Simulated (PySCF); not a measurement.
# FHLi: the cost of one run

Computed with PySCF 2.14.0; each step states its level. No surroundings beyond the atoms listed, unless a continuum is named. Atoms count from 0, parts from 1.

### 1 The system as given

3 atoms, charge 1, multiplicity 1; geometry: GFN2-xTB. Parts: 1 = atom 0, `[Li+]`, charge 1; 2 = atoms 1–2, `F`, charge 0.

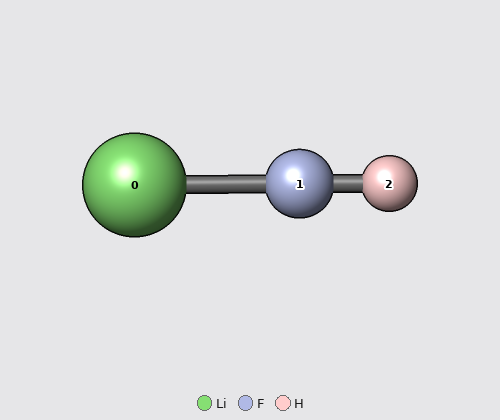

The starting geometry (lithium green, fluorine light blue, hydrogen pink), atoms numbered.

### 2 Geometry optimisation at PBE0-D3(BJ)/def2-TZVPD

Job settings and geometry (Å):

```
{"job": {"xc": "PBE0", "basis": "def2-TZVPD", "d3": "d3bj", "grid": 3, "kind": "geom", "shake": 0.01}, "charge": 1, "multiplicity": 1, "parts": [{"atoms": "0-0", "charge": 1, "multiplicity": 1}, {"atoms": "1-2", "charge": 0, "multiplicity": 1}]}
Li     0.193926     0.140960     0.112056
F      1.108929     1.615393     0.012077
H      1.611564     2.415551    -0.044969
```

The run is started by

```
> OMP_NUM_THREADS=1 python cluster_run.py task.json out
```

One launch serves the whole session: the jobs run in the order shown.

Q: Estimate the wall time and peak memory of this first job on 1 thread of Arm Neoverse V1, shared host.

About 4.2 s, with a peak of 0.31 GiB.
